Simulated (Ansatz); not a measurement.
# SiH₅ (doublet): correlated methods under varied settings at distance Si1–H5 along a hydrogen transfer = 1.665 Å

Aim: run SiH₅ (doublet) at one geometry under a spread of methods and options, and see what each costs and gives.

The runs use Ansatz 0.2.0, Gaussian basis; the settings change from run to run.

13 further runs of the same task are left out: 2 that didn't finish, 11 set aside as unsound or not needed.

### 1 The geometry

The geometry derives from fragments relaxed apart (PBE0/def2-TZVP) and kept rigid, so it is no stationary point. A hydrogen atom is moved between rigid fragments.

6 atoms, charge 0, spin multiplicity 2.

Atoms are counted from 1 here; the program's logs count them from 0.

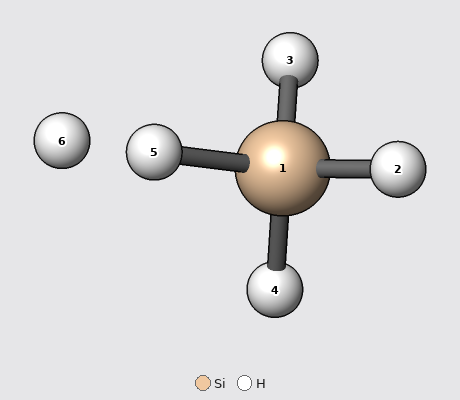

The geometry (silicon light orange, hydrogen white); atoms are numbered from 1 in the order of the file.

### 2 MRCISD+Q(3,4)/6-31G*

in.yaml

```yaml
crystal:
  periodic: [false, false, false]
  atoms:
    - {symbol: Si, position_ang: [-0.092513, 0.000000, 0.000000]}
    - {symbol: H, position_ang: [-0.587385, 1.399708, 0.000000]}
    - {symbol: H, position_ang: [-0.587385, -0.699854, 1.212183]}
    - {symbol: H, position_ang: [-0.587385, -0.699854, -1.212183]}
    - {symbol: H, position_ang: [1.572487, 0.000000, 0.000000]}
    - {symbol: H, position_ang: [2.767487, 0.000000, 0.000000]}
basis:
  gaussian: {orbitals: "6-31G*"}
magnetization: {spin_polarized: false, initial_magnetization: 1}
correlation: {method: fic_mrcisd_q, electrons: all, active_space: {window: {electrons: 3, orbitals: 4}}}
accuracy: high
```

Started as:

```console
$ ansatz run in.yaml --threads 1 --pin off --events-out ev --progress --plain --max-ram 2393MiB
```

The program printed (excerpt; [...] marks lines left out):

```text
Functional definition: HF
  name "HF"
  cite "Fock, Z. Phys. 61, 126 (1930) doi:10.1007/BF01340294"
  parent pbe
[...]
608 factors; integrals over basis functions are off by at most 2.9e-9 eV
[...]
mean field -7937.39198273 eV, -291.6937752077 hartree, gradient 1.2e-8 eV, S^2 0.750000; 0 other end points of the search recorded, 0 dependent functions left out
reference -7937.39198273 eV, -291.6937752077 hartree; 10, 9 occupied and 19, 20 virtual orbitals, 608 factors
state -7938.06732627 eV, -291.7185936252 hartree
contracted CI cycle   1: correlation 0.00000000 eV, 0.0000000000 hartree, residual 1.44e1 eV
contracted CI cycle   2: correlation -2.62688228 eV, -0.0965361431 hartree, residual 2.66e0 eV
contracted CI cycle   3: correlation -2.72308756 eV, -0.1000716221 hartree, residual 6.86e-1 eV
contracted CI cycle   4: correlation -2.72995160 eV, -0.1003238710 hartree, residual 1.65e-1 eV
contracted CI cycle   5: correlation -2.73030592 eV, -0.1003368921 hartree, residual 4.59e-2 eV
contracted CI cycle   6: correlation -2.73034028 eV, -0.1003381547 hartree, residual 1.68e-2 eV
contracted CI cycle   7: correlation -2.73034428 eV, -0.1003383016 hartree, residual 4.91e-3 eV
contracted CI cycle   8: correlation -2.73034466 eV, -0.1003383157 hartree, residual 1.69e-3 eV
contracted CI cycle   9: correlation -2.73034471 eV, -0.1003383174 hartree, residual 5.80e-4 eV
contracted CI cycle  10: correlation -2.73034471 eV, -0.1003383176 hartree, residual 1.85e-4 eV
[...]
contracted CI cycle   3: correlation -2.86532486 eV, -0.1052987464 hartree, residual 8.27e-1 eV
contracted CI cycle   4: correlation -2.87823161 eV, -0.1057730608 hartree, residual 2.47e-1 eV
contracted CI cycle   5: correlation -2.87945519 eV, -0.1058180263 hartree, residual 9.27e-2 eV
contracted CI cycle   6: correlation -2.87965190 eV, -0.1058252556 hartree, residual 4.00e-2 eV
contracted CI cycle   7: correlation -2.87967863 eV, -0.1058262378 hartree, residual 1.43e-2 eV
contracted CI cycle   8: correlation -2.87968202 eV, -0.1058263622 hartree, residual 5.26e-3 eV
contracted CI cycle   9: correlation -2.87968244 eV, -0.1058263777 hartree, residual 1.80e-3 eV
contracted CI cycle  10: correlation -2.87968249 eV, -0.1058263795 hartree, residual 6.42e-4 eV
contracted CI cycle  11: correlation -2.87968250 eV, -0.1058263798 hartree, residual 2.18e-4 eV
contracted CI cycle  12: correlation -2.87968250 eV, -0.1058263798 hartree, residual 7.14e-5 eV
contracted CI cycle  13: correlation -2.87968250 eV, -0.1058263798 hartree, residual 2.53e-5 eV
contracted CI cycle  14: correlation -2.87968250 eV, -0.1058263798 hartree, residual 9.18e-6 eV
state -7937.87705060 eV, -291.7116011232 hartree; corrected -7940.95419333 eV, -291.8246840328 hartree
state -7937.87705060 eV, -291.7116011232 hartree; corrected -7940.95419333 eV, -291.8246840328 hartree
the orbitals are reached from a further start. From the first start the search ends at -7938.06732470 eV, -291.7185935675 hartree
WARN: the results are in doubt because another end's mean lies 0.190 eV lower, and its corrected mean 0.000 eV higher
Total energy: -7940.95419333 eV, -291.8246840328 hartree
In doubt: another end's mean lies 0.190 eV lower, and its corrected mean 0.000 eV higher
```

Run time: 1.1 s. Hardware: 1 thread of Intel Xeon 6975P-C, shared host.

From the report: 24 determinants; active occupations 1.98, 1.00, 0.02, 0.01. Mind the lines of doubt at the end of the log.

### 3 CCSDT(Q)/6-31G

Changes to in.yaml since step 2:

```diff
@@ -10,5 +10,7 @@
 basis:
-  gaussian: {orbitals: "6-31G*"}
+  gaussian: {orbitals: 6-31G, point_charges: [{charge: 0.50, position_ang: [5.286, -0.946, 0.118]}]}
 magnetization: {spin_polarized: false, initial_magnetization: 1}
-correlation: {method: fic_mrcisd_q, electrons: all, active_space: {window: {electrons: 3, orbitals: 4}}}
-accuracy: high
+hamiltonian: {xc: {name: r2SCAN}}
+correlation: {method: ccsdt_q, electrons: valence}
+scf: {lower_state_search: off}
+output: {forces: true}
```

Launched as before.

The program printed (excerpt; [...] marks lines left out):

```text
Functional definition: r2SCAN
  name "r2SCAN"
  cite "Furness, Kaplan, Ning, Perdew & Sun, J. Phys. Chem. Lett. 11, 8208 (2020) doi:10.1021/acs.jpclett.0c02405"
  cite "Furness, Kaplan, Ning, Perdew & Sun, J. Phys. Chem. Lett. 11, 9248 (2020) doi:10.1021/acs.jpclett.0c03077"
  parent r2scan
[...]
507 factors; integrals over basis functions are off by at most 5.6e-8 eV
[...]
mean field -7953.75982448 eV, -292.2952822975 hartree, gradient 4.9e-6 eV, S^2 0.750000; 0 other end points of the search recorded, 0 dependent functions left out
5 core orbitals not correlated: weight in the atoms' cores, before any rotation towards them, 1.000 or more for the frozen orbitals, at most 0.000 for the correlated occupied ones
reference -7936.01172399 eV, -291.6430516349 hartree; 5, 4 occupied and 13, 14 virtual orbitals, 507 factors
second order -1.91561863 eV of doubles, -0.22067432 eV of singles
cycle   1  -2.60003654 eV  change   -4.7e-1 eV  update   5.7e-2
[...]
cycle  13  -2.86255082 eV  change    4.6e-7 eV  update   5.5e-7
perturbative correction -0.00104534 eV, -0.0000384154 hartree
[...]
Total energy: -7938.87532015 eV, -291.7482868525 hartree
Atom 0 at    -0.092513     0.000000     0.000000 Å, force     0.439758     0.038654    -0.005006 eV/Å
Atom 1 at    -0.587385     1.399708     0.000000 Å, force    -0.050100     0.538159     0.000843 eV/Å
Atom 2 at    -0.587385    -0.699854     1.212183 Å, force    -0.051580    -0.281078     0.476015 eV/Å
Atom 3 at    -0.587385    -0.699854    -1.212183 Å, force    -0.051407    -0.280726    -0.473746 eV/Å
Atom 4 at     1.572487     0.000000     0.000000 Å, force    -0.121932    -0.009874     0.001233 eV/Å
Atom 5 at     2.767487     0.000000     0.000000 Å, force    -0.084501    -0.043762     0.005457 eV/Å
Dipole moment:    -0.265141     0.007879    -0.000991 e Å
Checks for a lower state left out: starts, cluster_reference, orbital_swaps, neighbouring_geometries, increment
```

It took 9.5 s on 1 thread of Intel Xeon 6975P-C, shared host.

From the report: correlation -2.8636 eV; T1 0.023; largest double amplitude 0.06. The orbitals are Kohn-Sham ones, so correlation energy and T1 don't compare with those on Hartree-Fock orbitals.

### 4 CISD/aug-cc-pVDZ

Changes to in.yaml since step 3:

```diff
@@ -10,7 +10,5 @@
 basis:
-  gaussian: {orbitals: 6-31G, point_charges: [{charge: 0.50, position_ang: [5.286, -0.946, 0.118]}]}
+  gaussian: {orbitals: aug-cc-pVDZ}
 magnetization: {spin_polarized: false, initial_magnetization: 1}
-hamiltonian: {xc: {name: r2SCAN}}
-correlation: {method: ccsdt_q, electrons: valence}
+correlation: {active_space: {ras: {orbitals: [4, 1, 62], electrons: 9, max_holes: 2, max_particles: 2}, fixed_orbitals: true}}
 scf: {lower_state_search: off}
-output: {forces: true}
```

The command is unchanged.

The program printed:

```text
Functional definition: HF
  name "HF"
  cite "Fock, Z. Phys. 61, 126 (1930) doi:10.1007/BF01340294"
  parent pbe
  exchange = exact_x
  correlation = 0
these checks for a lower state are left out or cut short: stability, starts, cluster_reference, orbital_swaps, neighbouring_geometries, increment
697 factors; integrals over basis functions are off by at most 1.3e-3 eV
mean field evaluation 1: about -7936.9097 eV, gradient 9.7e0 eV
mean field evaluation 2: about -7936.9095 eV, gradient 9.7e0 eV
mean field evaluation 4: about -7937.9038 eV, gradient 1.2e0 eV
mean field evaluation 8: about -7937.9632 eV, gradient 8.7e-2 eV
mean field -7937.96335449 eV, -291.7147727326 hartree, gradient 1.6e-6 eV, S^2 0.750000; 0 other end points of the search recorded, 0 dependent functions left out
reference -7937.96335449 eV, -291.7147727326 hartree; 10, 9 occupied and 62, 63 virtual orbitals, 697 factors
state -7942.33654508 eV, -291.8754845227 hartree
Total energy: -7942.33654508 eV, -291.8754845227 hartree
Checks for a lower state left out: stability, starts, cluster_reference, orbital_swaps, neighbouring_geometries, increment
```

Run time: 3.7 s. Hardware: 1 thread of Intel Xeon 6975P-C, shared host.

From the report: 83,134 determinants.

### 5 NEVPT4(SD)(7,4)/STO-3G

Changes to in.yaml since step 4:

```diff
@@ -10,5 +10,4 @@
 basis:
-  gaussian: {orbitals: aug-cc-pVDZ}
+  gaussian: {orbitals: STO-3G}
 magnetization: {spin_polarized: false, initial_magnetization: 1}
-correlation: {active_space: {ras: {orbitals: [4, 1, 62], electrons: 9, max_holes: 2, max_particles: 2}, fixed_orbitals: true}}
-scf: {lower_state_search: off}
+correlation: {method: fic_nevpt4_sd, electrons: outside_noble_gas, active_space: {window: {electrons: 7, orbitals: 4}}}
```

The command is unchanged.

The program printed:

```text
Functional definition: HF
  name "HF"
  cite "Fock, Z. Phys. 61, 126 (1930) doi:10.1007/BF01340294"
  parent pbe
  exchange = exact_x
  correlation = 0
154 factors; integrals over basis functions are off by at most 3.9e-5 eV
mean field evaluation 1: about -7845.1893 eV, gradient 7.9e0 eV
mean field evaluation 2: about -7845.2090 eV, gradient 7.9e0 eV
mean field evaluation 4: about -7845.9777 eV, gradient 1.5e0 eV
mean field evaluation 8: about -7846.0648 eV, gradient 6.7e-5 eV
mean field -7846.06475975 eV, -288.3375616671 hartree, gradient 6.8e-7 eV, S^2 0.750000; 0 other end points of the search recorded, 0 dependent functions left out
reference -7846.06475975 eV, -288.3375616671 hartree; 10, 9 occupied and 4, 5 virtual orbitals, 154 factors
state -7846.06475975 eV, -288.3375616671 hartree
state -7846.06475975 eV, -288.3375616671 hartree; corrected -7848.17486279 eV, -288.4151065234 hartree
WARN: 3 active orbitals are nearly empty or full. The corrections depend on them more than the energy does, and are more stable in an active space without them
Total energy: -7848.17486279 eV, -288.4151065234 hartree
```

It took 0.27 s on 1 thread of Intel Xeon 6975P-C, shared host.

From the report: 3 determinants; active occupations 2.00, 2.00, 2.00, 1.00. The report marks this result as in doubt.

### 6 All runs side by side

 † marks a result that the program doubts.

```csv
level,correlated,functions,energy (eV),time
"MRCISD+Q(3,4)/6-31G* †",all,29,-7940.9542,1.1 s
"CCSDT(Q)/6-31G (beside a point charge, on r2SCAN orbitals)",valence,23,-7938.8753,9.5 s
CISD/aug-cc-pVDZ,outside noble gas,72,-7942.3365,3.7 s
"NEVPT4(SD)(7,4)/STO-3G †",outside noble gas,14,-7848.1749,0.27 s
```

### 7 Summary of results

```
quantity                                                              value
    runs                                                                  4
quickest                                   NEVPT4(SD)(7,4)/STO-3G †, 0.27 s
 slowest  CCSDT(Q)/6-31G (beside a point charge, on r2SCAN orbitals), 9.5 s
```

What this shows: Total energies in different bases, with other cores or another treatment of relativity can't be set against each other. CCSDT(Q)/6-31G (beside a point charge, on r2SCAN orbitals) took 35 times as long as NEVPT4(SD)(7,4)/STO-3G †; the jobs differ in more than the method.
